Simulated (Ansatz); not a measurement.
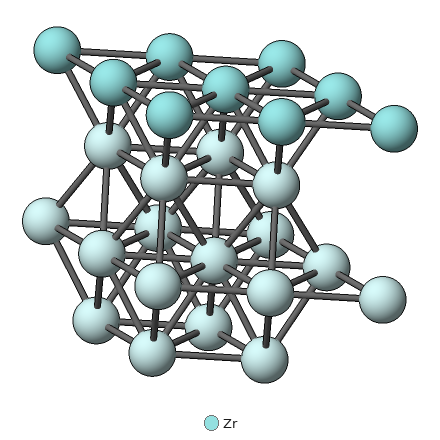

The system is CO on a Zr(001) slab cut from the P6_3/mmc phase, its upper half relaxed before the scan (16 atoms of substrate and one adsorbate in a 2 × 2 cell); the picture shows it without the atoms that are moved over the map. CO (O end down) is moved over the surface cell at a fixed height above a rigid substrate; the origin of the map has the adsorbate above Zr13; the height is held at 3.60 Å. Places are given modulo a cell vector. The map is drawn in real space over the plane of the surface. Grid: 6 × 6 points; 10 points were computed and 26 follow by symmetry. Places are given in fractions of the 1 × 1 surface cell. Energies are in meV, from the lowest grid point. At a fixed height the lowest place need not be the adsorption site. Level of theory: DFT PBE+D3(BJ), scalar-relativistic, plane waves, PAW in Ansatz. Settings: cutoff 420 eV, k-mesh 6×6×1, gaussian smearing 0.1 eV, no spin polarisation.

Range: position of O17 along the first surface vector from 0.000 to 0.833; position of O17 along the second surface vector from 0.000 to 0.833.

Predict the map.

The lowest grid point is at the top site over a surface Zr atom, (0/6, 0/6) of the cell vectors. No other kind of well shows on this grid. The highest grid point, a threefold hollow, (4/6, 2/6) of the cell vectors, lies 21.4 meV above the lowest. On the interpolated surface the easiest way out of the lowest well to its copy in the next cell or period passes a barrier of about 17 meV.

| second ↓, first → | 0/6 | 1/6 | 2/6 | 3/6 | 4/6 | 5/6 |
| --- | --- | --- | --- | --- | --- | --- |
| 5/6 | 4.3 | 10.3 | 16.3 | 16.3 | 10.3 | 4.3 |
| 4/6 | 13.1 | 16.3 | 17.9 | 16.3 | 13.1 | 11.5 |
| 3/6 | 17.4 | 16.3 | 16.3 | 17.4 | 18.6 | 18.6 |
| 2/6 | 13.1 | 10.3 | 13.1 | 18.6 | 21.4 | 18.6 |
| 1/6 | 4.3 | 4.3 | 11.5 | 18.6 | 18.6 | 11.5 |
| 0/6 | 0.0 | 4.3 | 13.1 | 17.4 | 13.1 | 4.3 |

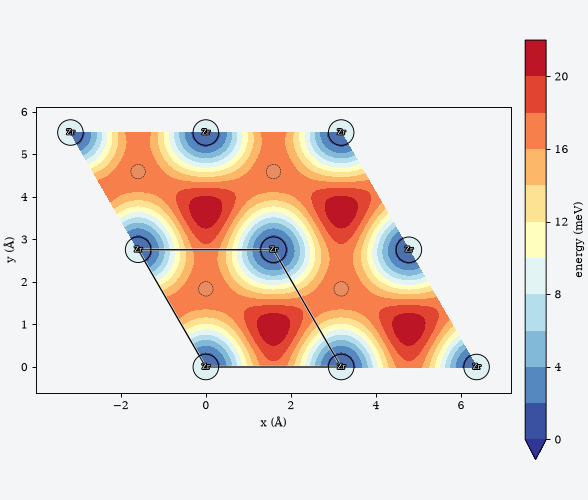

In the figure: filled contours, labelled circles for the atoms of the top layer and small ones for the second layer, the outline of one cell of the 2 × 2 shown. Between grid points the surface is interpolated.

The whole map (10 points run) took 6 min on 4 threads of Arm Neoverse V2, on a shared host.
